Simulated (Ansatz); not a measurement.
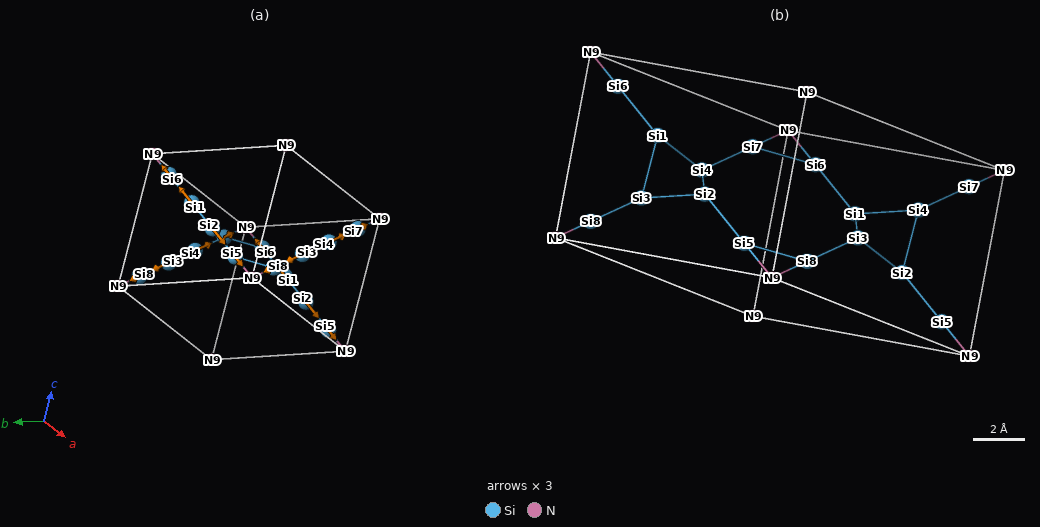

The structure of solid Si₈N (a generated structure, set up in I4/mmm) (coarse preliminary run) before (left) and after (right) a relaxation, at one scale. The orange arrows give the displacements (the part carried along by the change of the cell is left out), magnified 3 times.

The picture is a ball-and-stick view of the cell of the calculation, seen from a free direction.

Computed with Ansatz, DFT PBE, scalar-relativistic, plane waves, PAW.

The input:
```yaml
crystal:
  lattice:
    - [-3.31623686, 3.31623686, 2.75054795]
    - [3.31623686, -3.31623686, 2.75054795]
    - [3.31623686, 3.31623686, -2.75054795]
  atoms:
    - { symbol: Si, position: [0.0, 0.60456759, 0.60456759] }
    - { symbol: Si, position: [0.0, 0.39543241, 0.39543241] }
    - { symbol: Si, position: [0.39543241, 0.0, 0.39543241] }
    - { symbol: Si, position: [0.60456759, 0.0, 0.60456759] }
    - { symbol: Si, position: [0.0, 0.16798974, 0.16798974] }
    - { symbol: Si, position: [0.0, 0.83201026, 0.83201026] }
    - { symbol: Si, position: [0.83201026, 0.0, 0.83201026] }
    - { symbol: Si, position: [0.16798974, 0.0, 0.16798974] }
    - { symbol: "N", position: [0.0, 0.0, 0.0] }
basis:
  ecutwfc: 420
kpoints:
  mp_grid: { grid: [4, 4, 4] }
hamiltonian:
  xc: pbe
scf:
  occupations: { method: gaussian, width: 0.1 }
  lower_state_search: "off"
output:
  forces: true
  stress: true
  eigenvalues: true
relax:
  adjacent_minimum: "off"
  f_tol: 0.04
  max_steps: 70
  cell: { stress_tol: 0.4 }
```

Run as
```bash
ansatz run input.yaml --threads 1 --pin off --max-ram 2560MiB --backend cpu --events-out ev --progress --plain --runs-dir out
```

> What changed between the two?

The largest moves relative to the cell, 0.31 Å, are those of Si1, Si2, Si3 and Si4. Si3 goes along [−1 0 −1]. N stays in place. The volume changes by +55.5 %, with a = b = c 5.437 → 8.637 Å (+58.9 %), α 104.8° → 91.3°, β 104.8° → 91.3°, γ 119.2° → 162.8°. Among the contacts that change: Si1–Si1 5.501 → 2.580 Å, Si1–Si5 2.896 → 5.772 Å, Si1–Si7 2.850 → 4.832 Å, Si1–Si2 1.387 → 3.139 Å. Bonds break: Si1–Si2 (1.39 → 3.14 Å), Si3–Si4 (1.39 → 3.14 Å), Si5–Si6 (2.23 → 3.67 Å), Si7–Si8 (2.23 → 3.67 Å). The space group stays I4/mmm (No. 139). The energy falls by 18288 meV per atom in 26 accepted moves (29 points after the start). The largest force component goes from 77 to 0.028 eV/Å. Pressure: 418.60 GPa at the start and 0.18 GPa at the end. The line search rejected the trial step at point 19 of the run. At 2 points the geometry stayed and the basis and grid were re-selected for the new cell (energy shift of 457 meV per atom at most each time). The run took 2.3 min on 1 thread of Arm Neoverse V1 (shared host), peak memory 0.52 GiB.
